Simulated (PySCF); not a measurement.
CH$_{3}$F$_{3}$OSi (SMILES CO[Si](F)(F)F)

```xyz
9

Si    1.2455   -0.2078   -0.1442
F     1.7283    1.3134   -0.0718
F     1.4945   -0.8348    1.3039
O    -0.2992   -0.3331   -0.5938
C    -1.4220    0.1658    0.0990
F     2.1494   -0.9796   -1.2009
H    -1.3720    1.2616    0.2079
H    -2.3201   -0.0875   -0.4803
H    -1.5092   -0.2885    1.0994
```

Geometry: PBE0-D3(BJ)/def2-SVP.

Method: PBE0/pcSseg-2, SCF density, gas phase, non-relativistic in PySCF.

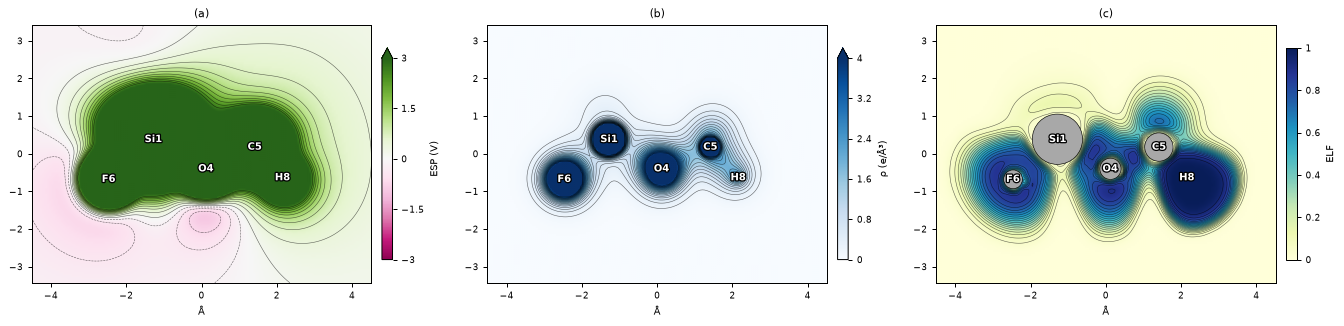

Figure 1. (a) molecular electrostatic potential; (b) total electron density; (c) electron localisation function on the plane of atoms O4, C5 and H8. Grey discs cover the atomic cores in the ELF map.

### What do the fields say about this system?

The plane passes through Si, O, C, F and H nuclei. C–O (1.41 Å): ρ at the midpoint is about 2 e/Å³, with its minimum of 1.7 e/Å³ about 0.5 Å from C; the ELF peaks at about 0.85 between the atoms; a shared but strongly polarised pair. Si–F (1.59 Å): the density is about 1.2 e/Å³ at the midpoint; the ELF peaks at about 0.85 in the valence shell of F, 0.6 Å from its nucleus, and is about 0.60 at the midpoint. Si–O (1.61 Å): ρ at the midpoint is about 1.3 e/Å³; the ELF peaks at about 0.85 between the atoms: a short, strongly polar bond. C–H (1.10 Å): ρ at the midpoint is about 2 e/Å³; the ELF climbs to about 1 towards the hydrogen, as it does in any bond to H: an ordinary covalent bond to hydrogen. The ELF also peaks beside F6 and O4, away from the bonds: lone-pair regions. Outside the dense part of the molecule the potential is most negative (−0.9 V) near O4.

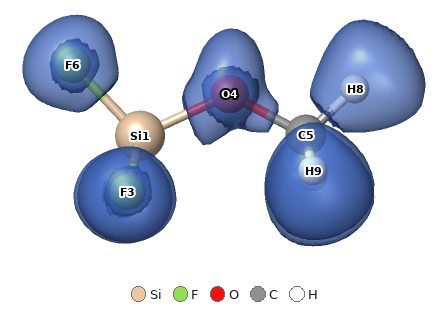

Figure 2. Isosurface of the electron localisation function at 0.75 (blue), seen from one side. Core shells and regions of very low density are left out.

### Where are the electrons localised?

The ELF exceeds this value in three regions around hydrogen nuclei, one region on O in which the atom's valence shell and bonds are merged and three regions wrapped around F (its lone pairs, merged into a ring or cap).

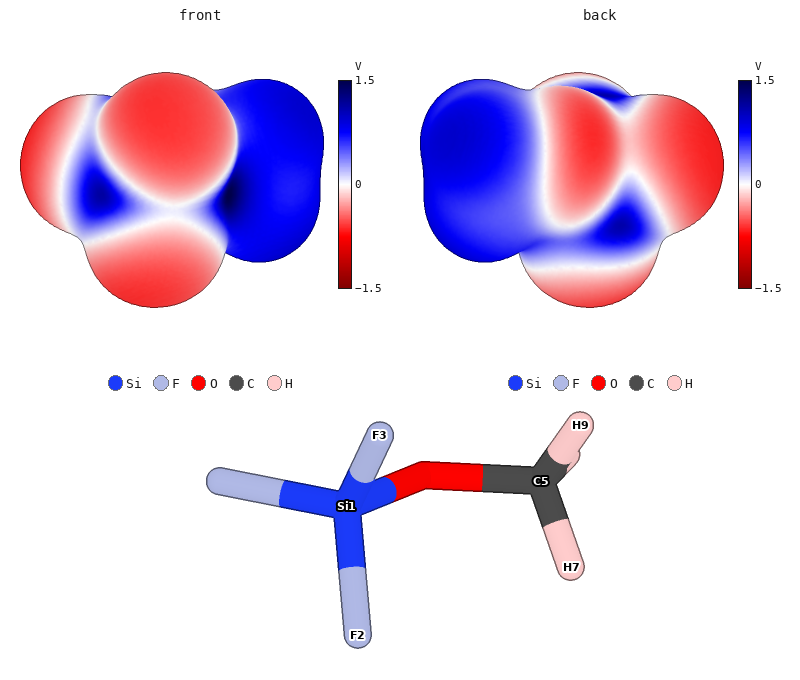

Figure 3. The electrostatic potential painted on the density surface at 0.001 e/bohr³, seen from the front and from behind; the colour scale runs from red (negative) to blue (positive). The bare structure is drawn below in the same view.

### Where is the surface potential most negative and most positive?

The most negative region (about −0.7 V) lies over O4 and F6, the most positive (about +1.3 V) over Si1.
